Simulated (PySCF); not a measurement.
Ge(H)(Et)2(OH), SMILES C[CH2][GeH]([OH])[CH2]C at its GFN2-xTB optimised geometry (Å):

```
18

Ge    -1.1739    -0.4650     0.0000
O     -1.5635     1.2560     0.0000
C      0.8137    -0.4650     0.0000
C      1.3993     0.1925    -1.2417
C     -2.0589    -1.3387     1.5749
C     -1.5351    -0.8120     2.9031
H     -1.7550    -1.0284    -1.3035
H     -2.4877     1.4900     0.0339
H      1.1777    -1.4900     0.0861
H      1.1451     0.0720     0.8898
H      2.4877     0.1987    -1.1991
H      1.0917    -0.3414    -2.1390
H      1.0482     1.2183    -1.3205
H     -3.1358    -1.1715     1.5076
H     -1.9029    -2.4145     1.5145
H     -0.4776    -1.0429     3.0146
H     -1.6524     0.2689     2.9583
H     -2.0720    -1.2587     3.7388
```

Level of theory: B3LYP/def2-SVP run with PySCF. Cells within 0.4 Å of a nucleus heavier than hydrogen are left out (blank, or x).

Map of the deformation density (molecule minus spherical neutral atoms) (e/bohr³) on the plane z = 0.0 Å:

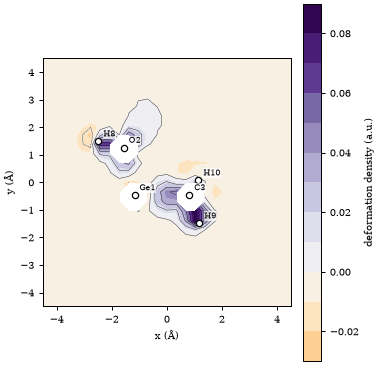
Figure: Deformation density (molecule minus spherical neutral atoms) (e/bohr³) on the plane z = 0.0 Å.
